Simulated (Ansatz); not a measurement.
C2H9BSSi

The calculation's input:

```
crystal:
  periodic: [false, false, false]
  atoms:
    - symbol: C
      position_ang: [1.766479, -0.781056, 0.455144]
    - symbol: C
      position_ang: [-0.863998, 0.801479, -0.067691]
    - symbol: B
      position_ang: [2.562543, 0.201106, -0.425703]
    - symbol: S
      position_ang: [-0.712165, -1.105401, 2.674938]
    - symbol: Si
      position_ang: [0.313085, 0.167278, 1.251024]
    - symbol: H
      position_ang: [3.462652, 0.858987, 0.040788]
    - symbol: H
      position_ang: [2.254522, 0.390101, -1.579587]
    - symbol: H
      position_ang: [1.281394, -1.599451, -0.103855]
    - symbol: H
      position_ang: [2.327569, -1.185398, 1.312812]
    - symbol: H
      position_ang: [0.822488, 1.279684, 2.098522]
    - symbol: H
      position_ang: [-1.230612, -0.028614, -0.693301]
    - symbol: H
      position_ang: [-1.733446, 1.296493, 0.390932]
    - symbol: H
      position_ang: [-0.355012, 1.522067, -0.729064]
    - symbol: H
      position_ang: [-1.118149, -2.007913, 1.750403]
basis:
  gaussian: {orbitals: def2-SVPD}
hamiltonian: {xc: pbe0}
output: {forces: true, orbitals: {seedname: orbitals}}
```

Launched as:

```sh
ansatz run input.yaml --threads 2 --pin off --max-ram 5220MiB --events-out events.jsonl --progress --plain --runs-dir runs
```

Geometry: B3LYP-D3(BJ)/def2-SVP.

Level of theory: Ansatz, isolated molecule in a Gaussian basis; Kohn-Sham density functional theory, functional PBE0.

Q: Predict the electron density and electron localisation function between the atoms.

A: C–B (1.54 Å): ρ is about 1.4 e/Å³ halfway; the ELF peaks at about 0.95 between the atoms (localised, covalent bonding).
Si–S (2.17 Å): the density is about 0.78 e/Å³ at the midpoint; the ELF peaks at about 0.95 between the atoms; localised, covalent bonding.

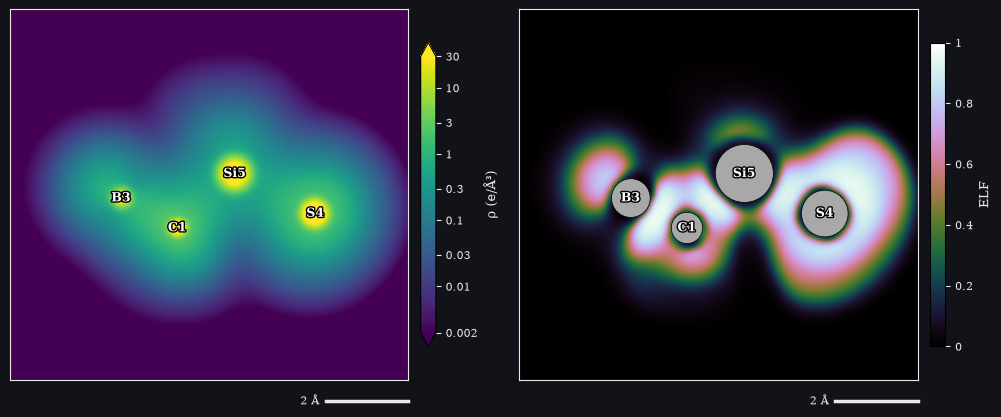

Computed electron density and electron localisation function on the plane of atoms C1, Si5 and S4, in this order. Grey discs cover the atomic cores in the ELF map. 
